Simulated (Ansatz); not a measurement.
# Au wire along [111], 19 atoms a period: bands by functional and under strain, part 2 of 3

Wanted: the relaxed geometry and the bands of the Au wire along [111], 19 atoms a period.

Ansatz 0.2.0; DFT PBE, plane waves, PAW; relaxation of a wire's period (the session's first sound run).

So far. Step 2 (Relaxation of atoms and period): The cell's length comes to 6.728 Å with spin left out.

### 3. The wire at its relaxed period

This step: DFT PBE, plane waves, PAW; bands of a perfect wire (Ansatz 0.2.0).

At the relaxed period the bands are computed along the axis; those that cross an energy going forward count the channels that a perfect wire would open there.

Contents of input.yaml:

```yaml
crystal:
  lattice:
    - [14.154, 0.0, 0.0]
    - [0.0, 13.593, 0.0]
    - [0.0, 0.0, 6.7283537703]
  atoms:
    - { symbol: Au, position: [0.337271056, 0.500009253, 0.0] }
    - { symbol: Au, position: [0.449392882, 0.691472883, 0.010669604] }
    - { symbol: Au, position: [0.245790781, 0.44001887, 0.337288143] }
    - { symbol: Au, position: [0.345777718, 0.626273019, 0.324053388] }
    - { symbol: Au, position: [0.44382044, 0.427582023, 0.333869416] }
    - { symbol: Au, position: [0.55503147, 0.253942742, 0.321004561] }
    - { symbol: Au, position: [0.554748149, 0.635163113, 0.339508928] }
    - { symbol: Au, position: [0.658707672, 0.437687281, 0.343436106] }
    - { symbol: Au, position: [0.245790781, 0.559999636, 0.662711857] }
    - { symbol: Au, position: [0.345777718, 0.373745487, 0.675946612] }
    - { symbol: Au, position: [0.44382044, 0.572436483, 0.666130584] }
    - { symbol: Au, position: [0.55503147, 0.746075764, 0.678995439] }
    - { symbol: Au, position: [0.554748149, 0.364855393, 0.660491072] }
    - { symbol: Au, position: [0.658707672, 0.562331225, 0.656563894] }
    - { symbol: Au, position: [0.449392882, 0.308545623, 0.989330396] }
    - { symbol: Au, position: [0.546836029, 0.500009253, 0.0] }
    - { symbol: Au, position: [0.655213369, 0.317531088, 0.99774812] }
    - { symbol: Au, position: [0.655213369, 0.682487418, 0.00225188] }
    - { symbol: Au, position: [0.746911486, 0.500009253, 0.0] }
kpoints:
  mp_grid: { grid: [1, 1, 12] }
  band_path: { path: ["Γ", Z], npoints: 50 }
scf:
  occupations: { method: fermi_dirac, width: 0.05 }
hamiltonian:
  xc: pbe
output:
  dos: { e_range: [-5, 4] }
  write_potential: true
  write_density: true
  volumetric_format: npy
  elf: true
```

Command:

```console
> ansatz run input.yaml --threads 8 --pin off --max-ram 16384MiB --backend cpu --events-out ev --progress --plain --runs-dir out
```

Numbers of over 12 decimals in the logs are rounded to 6 here.

The log of the run:

```text
[...]
Crystal: 19 atoms, lattice volume = 1294.504 Å³
Basis set: ecut = 420 eV, 25297 PW (Γ)
Bands: 217, of which v1, the nominal top of the filled ones, is band 181 counted from 1 (180 counted from 0)
Symmetry: 2 space group operations
[...]
k-points: 7 of 12
[...]
SCF iter   1: F=—  HF=-249826.356508 eV  |F-HF|=—  |Δ(HF+E_count)|=         —  Δρ=2.29e-3  dr2=1.99e-1  ethr=1.77e-3  ⟨swp⟩=7.6  Hψ=5812  notcnv=0  defer=139
[...]
SCF iter   8: F=-249826.385102 eV  HF=-249826.385102 eV  |F-HF|=6.08e-9  |Δ(HF+E_count)|=   2.65e-7  Δρ=1.71e-6  dr2=5.78e-8  ethr=2.77e-11  ⟨swp⟩=17.3  Hψ=7505  notcnv=0
SCF 1 converged in 8 iterations: F = -249826.385102 eV  dr2 = 5.78e-8
[...]
NSCF: frozen V_eff on 51 k-points
WARN: The output density's exchange-correlation potential varies sharply where the density is thin. Do not read a vacuum level from v_tot or v_xc, or from such a field of the output density. On a cell that repeats whose density bears no net charge and no dipole along the vacuum's axis use v_es (v_loc + v_h of the components); under efield.dipole_correction with no amplitude use v_es + v_field, which holds any externa [...]
SCF converged after 8 iterations
Free energy (F): -249826.385102 eV
[...]
Internal energy: -249826.326334 eV  (E = F + TS)
E sigma→0 (E₀):  -249826.355718 eV
Entropy (-TS):   -0.058767 eV (-3.093 meV/atom)
Fermi energy:    1.357953 eV
[...]
--- Band table (eV; the first three rows and the last of 7) ---
  k-point 0: bands = [... 177 lower, 0.5080, 0.5665, 1.5441, 1.6792, 1.7737, 1.8592, 2.0208, 2.0908, ... 32 higher]
  k-point 1: bands = [... 177 lower, 0.4733, 0.8244, 1.2815, 1.3951, 1.6907, 1.8415, 2.3396, 2.4395, ... 32 higher]
  k-point 2: bands = [... 177 lower, 0.3658, 0.8217, 0.9780, 1.4537, 1.6885, 1.8476, 2.3588, 2.4504, ... 32 higher]
  k-point 6: bands = [... 177 lower, 0.4363, 0.4759, 0.9091, 1.1580, 1.3918, 1.4243, 2.5909, 2.6022, ... 32 higher]
```

It took 3.6 min on 8 threads of Intel Xeon at 2.70GHz, shared host; peak memory 14 GiB; 28 min of CPU time.

In the SCF lines HF is the Harris–Foulkes energy and dr2 the Hartree energy of the density residual, in eV; the loop may stop once dr2 is under the threshold and the program's other checks hold. Hψ counts applications of the Hamiltonian.

Numbers from this step:

```yaml
band_gap: 0 eV
```

Electronic bands along the path, in eV, zero at the Fermi level; # counts the bands kept:

```csv
point,#60,#61,#62,#63,#64,#65,#66,#67
Γ,-1.06,-0.85,-0.79,0.19,0.32,0.42,0.50,0.66
Z,-1.27,-0.92,-0.88,-0.45,-0.20,0.03,0.07,1.23
```

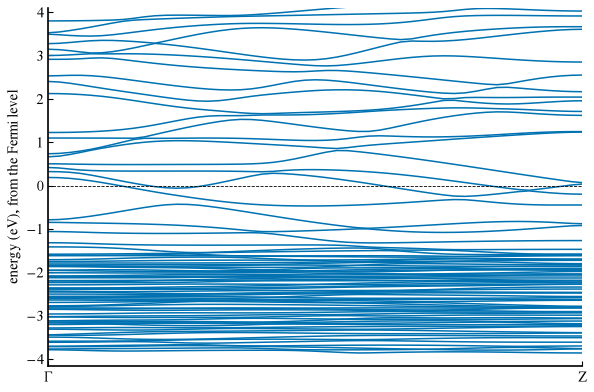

Electronic bands along the path.

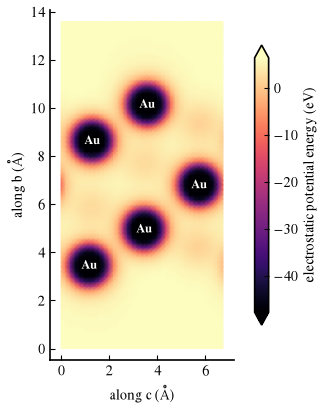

Electrostatic potential energy in the cb plane at fractional x = 0.547, with atoms of Au within 0.2 Å of it. With pseudopotentials it is smooth inside the atoms' cores, unlike the true potential. The map starts off the cell's origin, so that atoms lie inside it.

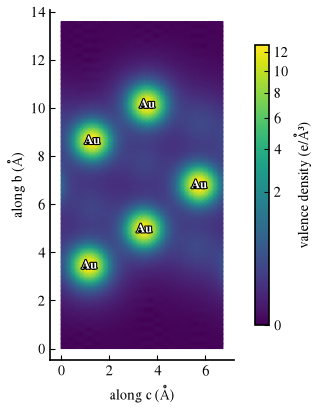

Valence density in the cb plane at fractional x = 0.547, with atoms of Au within 0.2 Å of it. It is the smooth field of the valence electrons, not physical close to the nuclei. The map starts off the cell's origin, so that atoms lie inside it. The colour scale is stretched toward low values.

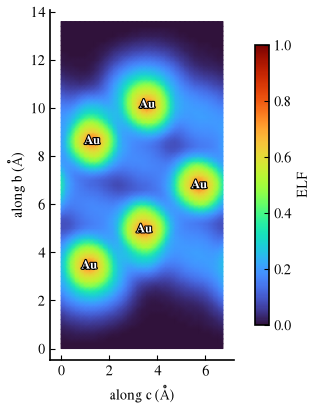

ELF in the cb plane at fractional x = 0.547, with atoms of Au within 0.2 Å of it. It is the smooth field of the valence electrons, not physical close to the nuclei. The map starts off the cell's origin, so that atoms lie inside it.

Between Γ and Z the bands cross the Fermi level 6 times, so a perfect wire would conduct at least 6 G₀, with spin left out.

### 4. Another level of theory, k-mesh 1×1×9

This step: DFT LDA, plane waves, PAW; bands of a perfect wire at the PBE geometry (Ansatz 0.2.0).

The atoms stay at the PBE geometry and the functional changes. At fixed atoms LDA and the gradient-corrected functionals usually give like bands; this run checks that. Against the first PBE run of this kind, the mesh along the wire has 9 points against 12.

Changes to input.yaml since step 3:

```diff
@@ -26,3 +26,3 @@
 kpoints:
-  mp_grid: { grid: [1, 1, 12] }
+  mp_grid: { grid: [1, 1, 9] }
   band_path: { path: ["Γ", Z], npoints: 50 }
@@ -31,8 +31,2 @@
 hamiltonian:
-  xc: pbe
-output:
-  dos: { e_range: [-5, 4] }
-  write_potential: true
-  write_density: true
-  volumetric_format: npy
-  elf: true
+  xc: lda
```

The log of the run:

```text
[...]
Crystal: 19 atoms, lattice volume = 1294.504 Å³
Basis set: ecut = 420 eV, 25297 PW (Γ)
Bands: 217, of which v1, the nominal top of the filled ones, is band 181 counted from 1 (180 counted from 0)
Symmetry: 2 space group operations
[...]
k-points: 5 of 9
[...]
SCF iter   1: F=—  HF=-244417.133353 eV  |F-HF|=—  |Δ(HF+E_count)|=         —  Δρ=4.63e-3  dr2=3.48e-1  ethr=1.77e-3  ⟨swp⟩=7.6  Hψ=4288  notcnv=0  defer=82
[...]
SCF iter   8: F=-244417.099147 eV  HF=-244417.099147 eV  |F-HF|=2.56e-8  |Δ(HF+E_count)|=   2.41e-8  Δρ=1.73e-6  dr2=4.99e-8  ethr=2.77e-11  ⟨swp⟩=14.2  Hψ=5401  notcnv=0
SCF 1 converged in 8 iterations: F = -244417.099147 eV  dr2 = 4.99e-8
[...]
SCF converged after 8 iterations
Free energy (F): -244417.099147 eV
[...]
Internal energy: -244417.040071 eV  (E = F + TS)
E sigma→0 (E₀):  -244417.069609 eV
Entropy (-TS):   -0.059076 eV (-3.109 meV/atom)
Fermi energy:    0.916169 eV
[...]
--- Band table (eV; the first three rows and the last of 5) ---
  k-point 0: bands = [... 177 lower, 0.1362, 0.1870, 1.1437, 1.2804, 1.3753, 1.4596, 1.6221, 1.6935, ... 32 higher]
  k-point 1: bands = [... 177 lower, 0.0798, 0.5270, 0.7745, 0.9106, 1.2902, 1.4444, 1.9888, 2.0500, ... 32 higher]
  k-point 2: bands = [... 177 lower, -0.0798, 0.2267, 0.5085, 1.2321, 1.3064, 1.5296, 1.8806, 2.0076, ... 32 higher]
  k-point 4: bands = [... 177 lower, -0.0358, 0.1392, 0.5289, 0.8380, 0.8587, 1.2160, 2.1263, 2.1540, ... 32 higher]
```

The job ended after 3.5 min (8 threads; peak memory 14 GiB).

Numbers from this step:

```
energy at zero smearing : -244417.0696 eV
```

Electronic bands along the path, in eV, zero at the Fermi level; # counts the bands kept:

| point | #61 | #62 | #63 | #64 | #65 | #66 | #67 | #68 |
| --- | --- | --- | --- | --- | --- | --- | --- | --- |
| Γ | -0.99 | -0.78 | -0.73 | 0.23 | 0.36 | 0.46 | 0.54 | 0.71 |
| Z | -1.17 | -0.86 | -0.83 | -0.40 | -0.15 | 0.09 | 0.12 | 1.27 |

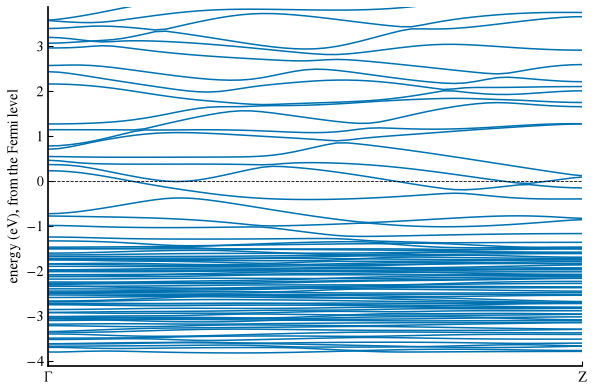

Electronic bands along the path.

Bands cross the Fermi level, as under PBE at the relaxed period.

### 5. Levels at the same atoms, k-mesh 1×1×9

This step: DFT PBEsol, plane waves, PAW; bands of a perfect wire at the PBE geometry (Ansatz 0.2.0).

The atoms stay at the PBE geometry and the functional changes. At fixed atoms LDA and the gradient-corrected functionals usually give like bands; this run checks that. Against the first PBE run of this kind, the mesh along the wire has 9 points against 12.

Changes to input.yaml since step 4:

```diff
@@ -31,2 +31,2 @@
 hamiltonian:
-  xc: lda
+  xc: pbesol
```

The log of the run:

```text
[...]
Crystal: 19 atoms, lattice volume = 1294.504 Å³
Basis set: ecut = 420 eV, 25297 PW (Γ)
Bands: 217, of which v1, the nominal top of the filled ones, is band 181 counted from 1 (180 counted from 0)
Symmetry: 2 space group operations
[...]
k-points: 5 of 9
[...]
--- Band table (eV; the first three rows and the last of 5) ---
  k-point 0: bands = [... 177 lower, 0.4005, 0.4489, 1.4181, 1.5572, 1.6443, 1.7335, 1.8939, 1.9691, ... 32 higher]
  k-point 1: bands = [... 177 lower, 0.3429, 0.7906, 1.0424, 1.1762, 1.5695, 1.7235, 2.2684, 2.3318, ... 32 higher]
  k-point 2: bands = [... 177 lower, 0.1859, 0.4903, 0.7782, 1.5075, 1.5814, 1.7972, 2.1612, 2.2891, ... 32 higher]
  k-point 4: bands = [... 177 lower, 0.2290, 0.4066, 0.7994, 1.1109, 1.1308, 1.4901, 2.4008, 2.4342, ... 32 higher]
[key lines of the parts left out:]
SCF converged after 8 iterations
Free energy (F): -247120.272833 eV
Fermi energy:    1.186108 eV
```

The job ended after 3.4 min (8 threads; peak memory 14 GiB; 27 min of CPU time).

The electronic bands at the labelled points (eV, zero at the Fermi level; # counts the bands kept):

```
point    #61    #62    #63    #64    #65   #66   #67   #68
    Γ  -1.00  -0.79  -0.74   0.23   0.37  0.46  0.55  0.71
    Z  -1.19  -0.87  -0.83  -0.40  -0.15  0.09  0.12  1.27
```

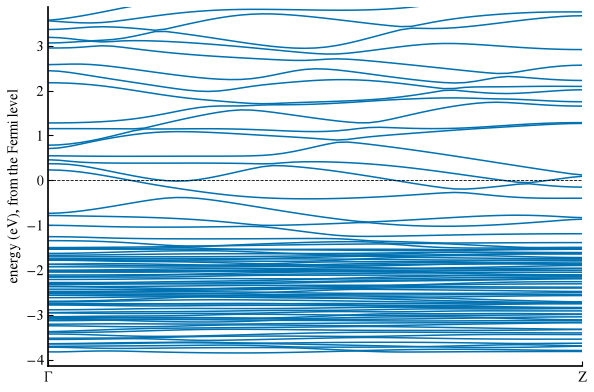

Electronic bands along the path.

Bands cross the Fermi level, as under PBE at the relaxed period.

### 6. Levels at the same atoms, cutoff 500 eV, k-mesh 1×1×9

This step: DFT r2SCAN, plane waves, PAW; bands of a perfect wire at the PBE geometry (Ansatz 0.2.0).

The atoms stay at the PBE geometry and the functional changes. r2SCAN also reads the kinetic-energy density; it often gives larger moments and wider gaps than PBE, at a higher cost. Against the first PBE run of this kind, the cutoff is 500 eV against 420 and the mesh along the wire has 9 points against 12.

Changes to input.yaml since step 5:

```diff
@@ -31,2 +31,2 @@
 hamiltonian:
-  xc: pbesol
+  xc: r2scan
```

The log of the run:

```text
[...]
Crystal: 19 atoms, lattice volume = 1294.504 Å³
Basis set: ecut = 500 eV, 32899 PW (Γ), exchange–correlation on 432×400×200 points (64 copies of the dense FFT grid, shifted against one another)
Bands: 217, of which v1, the nominal top of the filled ones, is band 181 counted from 1 (180 counted from 0)
Symmetry: 2 space group operations
[...]
k-points: 5 of 9
[...]
--- Band table (eV; the first three rows and the last of 5) ---
  k-point 0: bands = [... 177 lower, 0.4004, 0.4672, 1.5122, 1.6489, 1.7527, 1.8373, 2.0013, 2.0761, ... 32 higher]
  k-point 1: bands = [... 177 lower, 0.3394, 0.8388, 1.1056, 1.2620, 1.6667, 1.8236, 2.4051, 2.4789, ... 32 higher]
  k-point 2: bands = [... 177 lower, 0.1748, 0.4932, 0.8222, 1.5948, 1.6904, 1.9517, 2.2933, 2.4240, ... 32 higher]
  k-point 4: bands = [... 177 lower, 0.2316, 0.4288, 0.8507, 1.1855, 1.1992, 1.5840, 2.5638, 2.6157, ... 32 higher]
[key lines of the parts left out:]
SCF converged after 9 iterations
Free energy (F): -250093.679064 eV
Fermi energy:    1.260359 eV
```

The job ended after 6.5 min (8 threads; peak memory 14 GiB; 50 min of CPU time).

The electronic bands at the labelled points (eV, zero at the Fermi level; # counts the bands kept):

```
point    #61    #62    #63    #64    #65   #66   #67   #68
    Γ  -1.09  -0.86  -0.79   0.25   0.39  0.49  0.58  0.74
    Z  -1.38  -0.93  -0.89  -0.42  -0.16  0.09  0.14  1.35
```

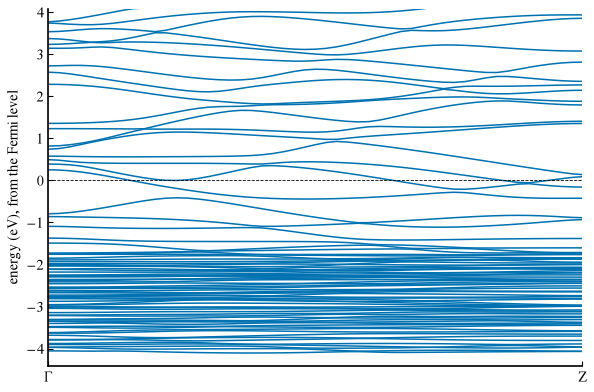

Electronic bands along the path.

Bands cross the Fermi level, as under PBE at the relaxed period.

### 7. With spin-orbit coupling, k-mesh 1×1×8

This step: DFT PBE, plane waves, fully relativistic PAW; bands of a perfect wire with spin-orbit coupling (Ansatz 0.2.0).

Spin-orbit coupling mixes the spins and splits bands that cross or touch without it, so it can open or close channels. Fully relativistic datasets take the place of the scalar ones. Against the first PBE run of this kind, the mesh along the wire has 8 points against 12.

Changes to input.yaml since step 6:

```diff
@@ -26,3 +26,3 @@
 kpoints:
-  mp_grid: { grid: [1, 1, 9] }
+  mp_grid: { grid: [1, 1, 8] }
   band_path: { path: ["Γ", Z], npoints: 50 }
@@ -31,2 +31,6 @@
 hamiltonian:
-  xc: r2scan
+  xc: pbe
+  pseudopotentials: { kind: paw_fr }
+magnetization:
+  noncollinear: true
+  spin_orbit: true
```

The log of the run:

```text
[...]
non-collinear run that drives no moment, with spin-orbit: no starting moment large enough to seed its density (crystal.atoms[].spin), no starting occupations that ask for one, no magnetisation constraint and no magnetic field, so the semilocal B_xc is pinned to zero
Crystal: 19 atoms, lattice volume = 1294.504 Å³
Basis set: ecut = 420 eV, 25297 PW (Γ)
[...]
k-point 0: bands = [... 357 lower, 0.6833, 1.4872, 1.4872, 1.6714, 1.6714, 1.7732, 1.7732, 1.8899, ... 69 higher]
  k-point 1: bands = [... 357 lower, 0.9757, 1.1310, 1.1636, 1.3012, 1.3380, 1.6380, 1.6665, 1.8649, ... 69 higher]
  k-point 2: bands = [... 357 lower, 0.6081, 0.9336, 0.9378, 1.5136, 1.5900, 1.6714, 1.8242, 2.0236, ... 69 higher]
  k-point 4: bands = [... 357 lower, 0.5694, 0.9724, 0.9724, 1.2086, 1.2086, 1.4137, 1.4137, 1.4573, ... 69 higher]
[key lines of the parts left out:]
SCF converged after 10 iterations
Magnetization: |M| = 0.0000 μB,  M = (+0.0000, +0.0000, +0.0000) μB
Free energy (F): -250538.061406 eV
Fermi energy:    1.367311 eV
```

The job ended after 40 min (8 threads; peak memory 14 GiB; 4.8 h of CPU time).

This step gave:

- energy at zero smearing: -250538.0386 eV

Bands cross the Fermi level, as under PBE at the relaxed period, with no moment.

[end of part 2 of 3]

[Logs are printed without paths, hosts, clocks, repeated set-up lines and the standing remarks that a program may print on its own settings, such as how far it seeks lower states.]

[Hosts, paths, dates, database ids (printed as entryN), source tags and the programs' standing remarks are cut or masked in the printed files.]
